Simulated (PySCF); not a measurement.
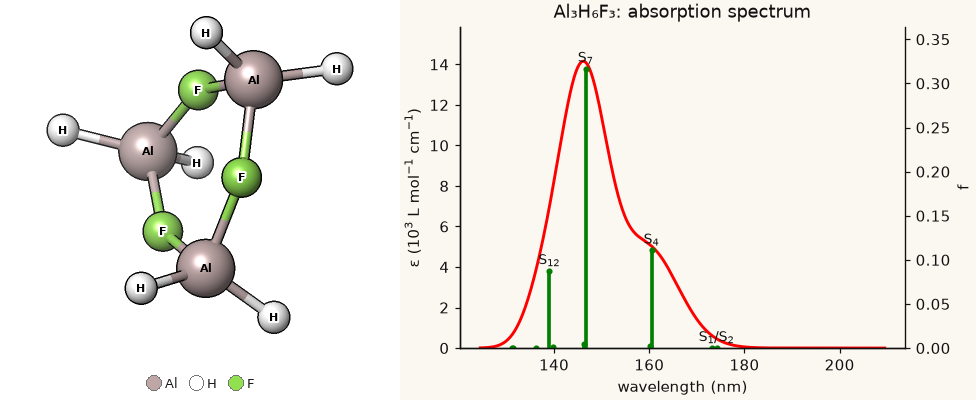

Computed absorption of Al₃H₆F₃, singlet. Vertical TDDFT excitations, ωB97X-D/def2-SVPD with PySCF, at a PBE0-D3(BJ)/def2-SVP geometry (no frequency check), gas phase. The lowest 15 singlet states are shown; each is broadened by a Gaussian of 1/e half-width 0.40 eV. Sticks give oscillator strengths (right axis). States within 0.01 eV of each other are merged, with their strengths summed. The highest state may be half of a pair whose partner wasn't computed.

**Where is the lowest singlet, and is it bright?**

S1/S2 lies at 7.12 eV (174 nm) with f = 0.000, mainly HOMO → LUMO/LUMO+1 (S3 lies within 0.06 eV, too close to order); it is dark or nearly so.

**Where is the maximum of the broadened curve, and how high is it?**

At about 8.5 eV (146 nm), with ε near 14000 L mol⁻¹ cm⁻¹.

Note: core orbitals are frozen in the response.
